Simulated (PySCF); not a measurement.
# C4H6BN: the cost of one run

Programs: PySCF 2.14.0, with routines of our own; each step states its level. All values are computed. Atoms count from 0.

## (1) The system as given

12 atoms, charge 0, multiplicity 1; geometry from: GFN2-xTB.

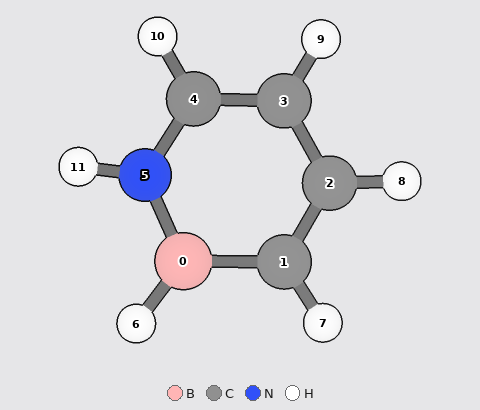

The starting geometry (boron pink, carbon grey, nitrogen blue, hydrogen white).

## (2) Optimising the geometry at BHandHLYP/def2-SVP

What the job is given:

```
{"job": {"xc": "BHandHLYP", "basis": "def2-SVP", "grid": 1, "kind": "geom"}, "charge": 0, "multiplicity": 1}
B      1.268921     0.729439     0.004026
C     -0.072734     1.432213     0.033995
C     -1.217220     0.691477     0.026410
C     -1.170588    -0.720109    -0.009774
C      0.024174    -1.367726    -0.036363
N      1.192562    -0.683852    -0.029966
H      2.324224     1.239221     0.006443
H     -0.173018     2.510345     0.062450
H     -2.193615     1.160920     0.047532
H     -2.086611    -1.290109    -0.015777
H      0.077853    -2.448988    -0.063898
H      2.027250    -1.253516    -0.051107
```

Command:

```sh
OMP_NUM_THREADS=1 python excited_run.py task.json out
```

One launch serves the whole session: the jobs run in the order shown.

**Question.** How long does this first job take on 1 thread of Arm Neoverse N1, shared host, and how much memory does it need?

About 24 s, with a peak of 0.5 GiB.
